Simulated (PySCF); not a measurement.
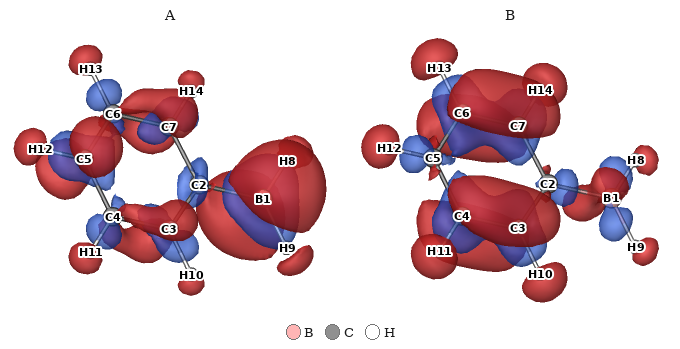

Figure. C$_{6}$H$_{7}$B, SMILES `Bc1ccccc1`. The two Fukui functions at ±0.02 e/Å³ (red positive, blue negative).

Level of theory: TPSS/def2-SVP (PySCF), at a geometry from GFN2-xTB. No frequency check shows the geometry to be a minimum.

Input

```python
import numpy as np
from pyscf import gto, scf, dft
from pyscf.scf import atom_ks, atom_hf
from scipy.linalg import block_diag

def solve(mol, dm0=None, hcore=None):
    mf = (dft.UKS if mol.spin else dft.RKS)(mol, xc='tpss')
    mf.grids.level = 3
    mf = mf.density_fit(auxbasis='def2-universal-jkfit')
    mf.conv_tol, mf.max_cycle = 1e-8, 80
    if hcore is not None:
        mf.get_hcore = lambda *args: hcore
    mf.kernel(dm0)
    if not mf.converged:
        mf = mf.newton().run(mf.mo_coeff, mf.mo_occ, max_cycle=30)
    assert mf.converged, 'SCF not converged'
    return mf

mol = gto.M(atom='''
B     -2.55860     0.00005     0.00000
C     -1.01442    -0.00004     0.00000
C     -0.28019     1.19512     0.00000
C      1.10135     1.19871     0.00000
C      1.79710     0.00002     0.00000
C      1.10130    -1.19876     0.00000
C     -0.28024    -1.19511     0.00000
H     -3.14547    -1.01160     0.00000
H     -3.14543     1.01174     0.00000
H     -0.81355     2.13511     0.00000
H      1.64199     2.13467     0.00000
H      2.87782    -0.00001     0.00000
H      1.64190    -2.13474     0.00000
H     -0.81364    -2.13508     0.00000
''', basis='def2-svp', charge=0, spin=0, verbose=4)
mf = solve(mol)
out = dict(e0=mf.e_tot, dm0=mf.make_rdm1(), c=mf.mo_coeff, occ=mf.mo_occ, eps=mf.mo_energy)
for name, dq, spin in [('cation', 1, 1), ('anion', -1, 1)]:
    ion = mol.copy().set(charge=mol.charge + dq, spin=spin).build()
    mi = solve(ion)
    if spin and dq > 0 and mol.nao < 130:
        c, _, stable, _ = mi.stability(return_status=True)
        if not stable:
            mi = solve(ion, mi.make_rdm1(c, mi.mo_occ))
    print(name, 'vertical energy change / eV', (mi.e_tot - mf.e_tot) * 27.211386)
    out.update({'e_' + name: mi.e_tot, 'dm_' + name: mi.make_rdm1(), 's2_' + name: mi.spin_square()[0], 'eps_' + name: mi.mo_energy, 'occ_' + name: mi.mo_occ})
# spherically averaged free atoms, for the promolecule
atm = atom_ks.get_atm_nrks(mol, xc='tpss')
pro = block_diag(*[(atm[a[0]][2] * atm[a[0]][3]) @ atm[a[0]][2].T for a in mol._atom])
np.savez('result.npz', pro=pro, **out)
```

Command:

```sh
OMP_NUM_THREADS=1 python input.py
```

The run took 76 s on 1 thread of AMD EPYC 9R45 96-Core Processor (Zen 5) (shared host), peak memory 0.7 GiB.

Partitions, critical points and surface values were worked out afterwards from this run's density.

> Which panel is f⁻ (electron removed) and which f⁺ (electron added)?

A is f⁺, B is f⁻. f⁻ (Hirshfeld-condensed) is largest on C4 and C6 (0.13 each) and C3 and C7 (0.12 each); the vertical ionisation energy is 9.37 eV (the stability of the cation's solution wasn't checked). f⁺ (Hirshfeld-condensed) is largest on B1 (0.30); the vertical electron affinity is 0.16 eV (the stability of the anion's solution wasn't checked; the anion's highest orbital has positive energy, so this value and f⁺ depend on the basis).

> What chemical potential and hardness follow from the two energies?

μ = −(I + A)/2 = −4.76 eV and η = I − A = 9.20 eV.
